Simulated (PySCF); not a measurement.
**Ar³⁺: interval between two levels with spin-orbit coupling**

Aim: the interval between two levels of argon from differences of total energies, at each level of theory, and how far each lands from the tabulated value where there is one.

Program: PySCF 2.14.0. Level of theory: two-component X2C-1e, generalised determinants. These are calculated values, not measurements, unless marked.

**1. Starting point**

| Property | Result |
| --- | --- |
| Element | argon (Z = 18) |
| Basis | x2c-TZVPall-2c (5s6p2d1f, 40 functions) |
| Hamiltonian | two-component X2C-1e, Gaussian nucleus, no Breit or QED terms; spin-orbit coupling, run by run: off; screened by Boettger's factors |
| Core shells frozen in the correlated runs | [Ne] (for Ar³⁺) |
| State 1 | Ar³⁺ 3s2 3p3 4S3/2: [Ne] 3s2 3p3; 3p3/2 filled at m_j = -1/2, +1/2, +3/2 |
| State 2 | Ar³⁺ 3s1 3p4 4P5/2: [Ne] 3s1 3p4; 3s1/2 filled at m_j = +1/2; 3p1/2 filled at m_j = +1/2; 3p3/2 filled at m_j = -1/2, +1/2, +3/2 |
| Methods | GHF, GMP2 |

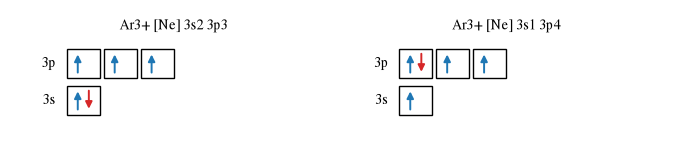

Occupation of the outer shells (arrows by Hund's rule).

A driver program built on PySCF's X2C-1e integrals ran all steps in one process from the settings above; there is no separate input file.

The driver's launch:

```bash
$ OMP_NUM_THREADS=1 python sorun2.py TASK.json OUT
```

The integrals over 40 functions and the set-up took 0.12 s of CPU time.

**2. Ar³⁺ 3s2 3p3 4S3/2**

#### GHF (spin-free)

Log:

```text
cycle= 1 E= -525.6528519926  delta_E= -526  |FDS-SDF|= 0.0269
cycle= 2 E= -525.6629462122  delta_E= -0.0101  |FDS-SDF|= 0.00729
cycle= 3 E= -525.6633852996  delta_E= -0.000439  |FDS-SDF|= 0.001
cycle= 4 E= -525.6634020569  delta_E= -1.68e-05  |FDS-SDF|= 0.000108
cycle= 5 E= -525.6634026593  delta_E= -6.02e-07  |FDS-SDF|= 1.87e-05
cycle= 6 E= -525.6634026749  delta_E= -1.56e-08  |FDS-SDF|= 4.75e-07
cycle= 7 E= -525.6634026749  delta_E= -7.96e-13  |FDS-SDF|= 1.55e-08
```

It took 0.14 s on 1 thread of Intel Xeon Platinum 8488C, shared host, the integrals not counted.

Occupied spinors (without spin-orbit coupling the j labels only name the start):

| spinor shell | electrons | mean energy (eV) | weight of the nominal j | rms radius (bohr) |
| --- | --- | --- | --- | --- |
| 1s1/2 | 2 | -3289.9 | 1.000 | 0.0991 |
| 2s1/2 | 2 | -385.49 | 1.000 | 0.445 |
| 2p1/2 | 2 | -308.24 | 0.667 | 0.416 |
| 2p3/2 | 4 | -308.24 | 0.833 | 0.416 |
| 3s1/2 | 2 | -73.943 | 1.000 | 1.39 |
| 3p3/2 | 3 | -59.211 | 0.667 | 1.50 |

M_J = 3/2, ⟨J²⟩ = 3.751, ⟨L²⟩ = 0.000, ⟨S²⟩ = 3.751.

#### GMP2 (spin-free)

No log was kept for this step.

Time after the integrals: 0.02 s (1 thread of Intel Xeon Platinum 8488C, shared host).

With 5 electrons correlated, the MP2 correlation energy is -0.09834 hartree. Largest pairs: 3p3/2-3s1/2 -0.0657, 3p3/2-3p3/2 -0.0233, 3s1/2-3s1/2 -0.0094.

#### GHF (screened spin-orbit)

Log:

```text
cycle= 1 E= -525.6542224363  delta_E= -526  |FDS-SDF|= 0.0273
cycle= 2 E= -525.6645135043  delta_E= -0.0103  |FDS-SDF|= 0.00745
cycle= 3 E= -525.6650033739  delta_E= -0.00049  |FDS-SDF|= 0.0014
cycle= 4 E= -525.6650428851  delta_E= -3.95e-05  |FDS-SDF|= 0.000726
cycle= 5 E= -525.6650618851  delta_E= -1.9e-05  |FDS-SDF|= 0.000419
cycle= 6 E= -525.6650711793  delta_E= -9.29e-06  |FDS-SDF|= 4.8e-05
cycle= 7 E= -525.6650712868  delta_E= -1.07e-07  |FDS-SDF|= 1.39e-05
cycle= 8 E= -525.6650712927  delta_E= -5.93e-09  |FDS-SDF|= 1.21e-05
cycle= 9 E= -525.6650713127  delta_E= -2e-08  |FDS-SDF|= 1.43e-06
cycle= 10 E= -525.6650713129  delta_E= -2.24e-10  |FDS-SDF|= 1.99e-07
```

It took 0.18 s on 1 thread of Intel Xeon Platinum 8488C, shared host, the integrals not counted.

Occupied spinors:

| spinor shell | electrons | mean energy (eV) | weight of the nominal j | rms radius (bohr) |
| --- | --- | --- | --- | --- |
| 1s1/2 | 2 | -3289.9 | 1.000 | 0.0991 |
| 2s1/2 | 2 | -385.49 | 1.000 | 0.445 |
| 2p1/2 | 2 | -310.37 | 0.836 | 0.414 |
| 2p3/2 | 4 | -307.19 | 0.918 | 0.417 |
| 3s1/2 | 2 | -73.942 | 1.000 | 1.39 |
| 3p3/2 | 3 | -59.211 | 0.654 | 1.50 |

M_J = 3/2, ⟨J²⟩ = 3.751, ⟨L²⟩ = 0.002, ⟨S²⟩ = 3.748. Rows whose weight is well below 1 mix j = l ± 1/2: exchange competes with spin-orbit coupling there.

#### GMP2 (screened spin-orbit)

No log was kept for this step.

Time after the integrals: 0.01 s (1 thread of Intel Xeon Platinum 8488C, shared host).

With 5 electrons correlated, the MP2 correlation energy is -0.09836 hartree. Largest pairs: 3p3/2-3s1/2 -0.0657, 3p3/2-3p3/2 -0.0233, 3s1/2-3s1/2 -0.0094.

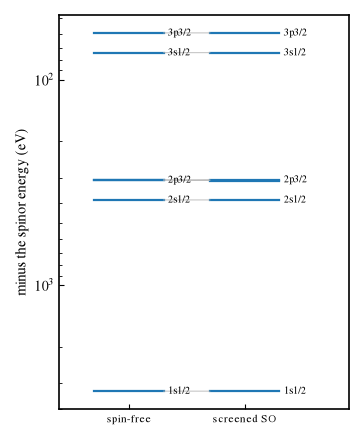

The highest 6 spinor levels of Ar³⁺ 3s2 3p3 4S3/2 on a logarithmic scale, without and with spin-orbit coupling.

**3. Ar³⁺ 3s1 3p4 4P5/2**

#### GHF (spin-free)

Log:

```text
cycle= 1 E= -525.0724075207  delta_E= -525  |FDS-SDF|= 0.0349
cycle= 2 E= -525.0892765203  delta_E= -0.0169  |FDS-SDF|= 0.00993
cycle= 3 E= -525.0898773259  delta_E= -0.000601  |FDS-SDF|= 0.00174
cycle= 4 E= -525.0899243990  delta_E= -4.71e-05  |FDS-SDF|= 0.000358
cycle= 5 E= -525.0899268994  delta_E= -2.5e-06  |FDS-SDF|= 3.93e-05
cycle= 6 E= -525.0899269253  delta_E= -2.59e-08  |FDS-SDF|= 3.16e-06
cycle= 7 E= -525.0899269254  delta_E= -1.5e-10  |FDS-SDF|= 5.46e-07
```

It took 0.14 s on 1 thread of Intel Xeon Platinum 8488C, shared host, the integrals not counted.

Occupied spinors (without spin-orbit coupling the j labels only name the start):

| spinor shell | electrons | mean energy (eV) | weight of the nominal j | rms radius (bohr) |
| --- | --- | --- | --- | --- |
| 1s1/2 | 2 | -3290.8 | 1.000 | 0.0991 |
| 2s1/2 | 2 | -386.15 | 1.000 | 0.446 |
| 2p3/2 | 4 | -309.29 | 0.833 | 0.416 |
| 2p1/2 | 2 | -309.79 | 0.667 | 0.415 |
| 3s1/2 | 1 | -80.952 | 1.000 | 1.37 |
| 3p3/2 | 3 | -59.888 | 0.667 | 1.49 |
| 3p1/2 | 1 | -51.947 | 0.667 | 1.56 |

M_J = 5/2, ⟨J²⟩ = 8.756, ⟨L²⟩ = 2.003, ⟨S²⟩ = 3.753.

#### GMP2 (spin-free)

This step left no log, only its results.

It took 0.01 s on 1 thread of Intel Xeon Platinum 8488C, shared host, the integrals not counted.

With 5 electrons correlated, the MP2 correlation energy is -0.10482 hartree. Largest pairs: 3p1/2-3p3/2 -0.0704, 3p3/2-3p3/2 -0.0233, 3p1/2-3s1/2 -0.0081, 3p3/2-3s1/2 -0.0029.

#### GHF (screened spin-orbit)

Log:

```text
cycle= 1 E= -525.0764517742  delta_E= -525  |FDS-SDF|= 0.0357
cycle= 2 E= -525.0936535824  delta_E= -0.0172  |FDS-SDF|= 0.0101
cycle= 3 E= -525.0942558533  delta_E= -0.000602  |FDS-SDF|= 0.00185
cycle= 4 E= -525.0943112909  delta_E= -5.54e-05  |FDS-SDF|= 0.000611
cycle= 5 E= -525.0943202774  delta_E= -8.99e-06  |FDS-SDF|= 0.000331
cycle= 6 E= -525.0943243164  delta_E= -4.04e-06  |FDS-SDF|= 0.000152
cycle= 7 E= -525.0943253505  delta_E= -1.03e-06  |FDS-SDF|= 5.94e-06
cycle= 8 E= -525.0943253512  delta_E= -7e-10  |FDS-SDF|= 8.88e-07
```

It took 0.15 s on 1 thread of Intel Xeon Platinum 8488C, shared host, the integrals not counted.

Occupied spinors:

| spinor shell | electrons | mean energy (eV) | weight of the nominal j | rms radius (bohr) |
| --- | --- | --- | --- | --- |
| 1s1/2 | 2 | -3290.7 | 1.000 | 0.0991 |
| 2s1/2 | 2 | -386.13 | 1.000 | 0.446 |
| 2p1/2 | 2 | -311.64 | 0.873 | 0.414 |
| 2p3/2 | 4 | -308.34 | 0.936 | 0.416 |
| 3s1/2 | 1 | -80.938 | 1.000 | 1.37 |
| 3p3/2 | 3 | -59.878 | 0.657 | 1.49 |
| 3p1/2 | 1 | -52.027 | 0.655 | 1.56 |

M_J = 5/2, ⟨J²⟩ = 8.756, ⟨L²⟩ = 2.005, ⟨S²⟩ = 3.752. Rows whose weight is well below 1 mix j = l ± 1/2: exchange competes with spin-orbit coupling there.

#### GMP2 (screened spin-orbit)

The driver printed no log here.

It took 0.01 s on 1 thread of Intel Xeon Platinum 8488C, shared host, the integrals not counted.

With 5 electrons correlated, the MP2 correlation energy is -0.10482 hartree. Largest pairs: 3p1/2-3p3/2 -0.0704, 3p3/2-3p3/2 -0.0233, 3p1/2-3s1/2 -0.0081, 3p3/2-3s1/2 -0.0029.

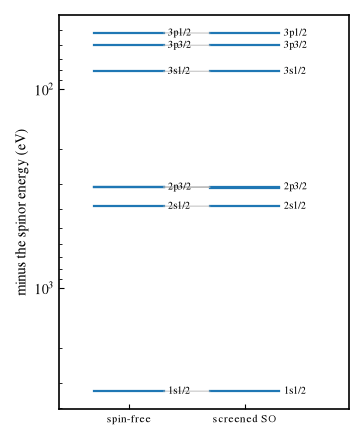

The highest 7 spinor levels of Ar³⁺ 3s1 3p4 4P5/2 on a logarithmic scale, without and with spin-orbit coupling.

**4. Differences of total energies**

Interval between two levels: Ar³⁺ [Ne] 3s2 3p3 [3p3/2^3, M_J = 3/2] → Ar³⁺ [Ne] 3s1 3p4 [3s1/2^1 3p1/2^1 3p3/2^3, M_J = 5/2].

| method | value (eV) | CPU time, both states (s) |
| --- | --- | --- |
| GHF (spin-free) | 15.605 | 0.28 |
| GMP2 (spin-free) | 15.429 | 0.31 |
| GHF (screened spin-orbit) | 15.531 | 0.33 |
| GMP2 (screened spin-orbit) | 15.355 | 0.35 |

Times are CPU seconds on a shared host without the integrals; correlated rows include their Hartree-Fock run.

**5. Results**

| quantity | value |
| --- | --- |
| interval between two levels, Ar³⁺ → 3s1 3p4 4P5/2 | GHF (spin-free) 15.605, GMP2 (screened spin-orbit) 15.355 eV |

The methods span 0.250 eV, from GMP2 (screened spin-orbit) (15.355) to GHF (spin-free) (15.605). No reference value is at hand in this session. Spin-orbit coupling moves the difference by -0.074 eV at GMP2. All values hold for this basis alone; no basis-set limit was taken.
